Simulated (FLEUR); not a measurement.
Band structure of Sn (I4_1/amd, 2 atoms in the cell).

```
CELL_PARAMETERS angstrom
     -2.94984     2.94984     1.60458
      2.94984    -2.94984     1.60458
      2.94984     2.94984    -1.60458
ATOMIC_POSITIONS crystal
  Sn 0.75000 0.25000 0.50000
  Sn 0.00000 0.00000 0.00000
```

Method of the run: PBE, all-electron FLAPW (FLEUR), scalar-relativistic valence.

Settings: Kmax = 3.8 1/bohr; GmaxXC = 15.2 1/bohr; xcFunctional = pbe; jspins = 1; l_soc = F; mode = hist; fermiSmearingEnergy = 0.00499791 Htr; mesh (inpgen div1-3) = 9 9 9; inpgen gamma flag = false; Gmax = 15.2 1/bohr; numbands = 0; maxIterBroyd = 15; imix = Anderson; alpha = 0.05.

The starting cell comes from a database of computed structures (which also holds hypothetical and non-ambient phases and stackings), without a prior relaxation at this level. Its lattice was rescaled by a random factor within 2.5 % of one. Values depend on the basis (sphere radii, cutoffs, local orbitals), which need not be converged.

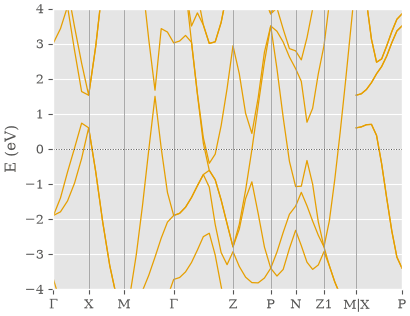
Bands along the path, energies from the Fermi level.

Levels in eV from the Fermi level, bands 11 to 18:
```json
[
 {"point": "Γ", "11": "-10.92", "12": "-3.72", "13": "-1.90", "14": "-1.90", "15": "3.02", "16": "6.08", "17": "6.08", "18": "6.69"},
 {"point": "X", "11": "-8.74", "12": "-8.74", "13": "0.60", "14": "0.60", "15": "1.53", "16": "1.53", "17": "5.93", "18": "5.93"},
 {"point": "M", "11": "-7.48", "12": "-7.48", "13": "-4.64", "14": "-4.64", "15": "4.98", "16": "4.98", "17": "9.12", "18": "9.12"},
 {"point": "Z", "11": "-6.45", "12": "-5.53", "13": "-2.93", "14": "-2.80", "15": "-2.80", "16": "2.94", "17": "5.48", "18": "5.48"},
 {"point": "P", "11": "-5.92", "12": "-5.92", "13": "-3.40", "14": "-3.40", "15": "3.50", "16": "3.50", "17": "3.85", "18": "3.85"},
 {"point": "N", "11": "-6.85", "12": "-5.30", "13": "-2.32", "14": "-1.64", "15": "-1.08", "16": "2.28", "17": "2.79", "18": "4.56"},
 {"point": "Z1", "11": "-6.45", "12": "-5.53", "13": "-2.93", "14": "-2.80", "15": "-2.80", "16": "2.94", "17": "5.48", "18": "5.48"}
]
```
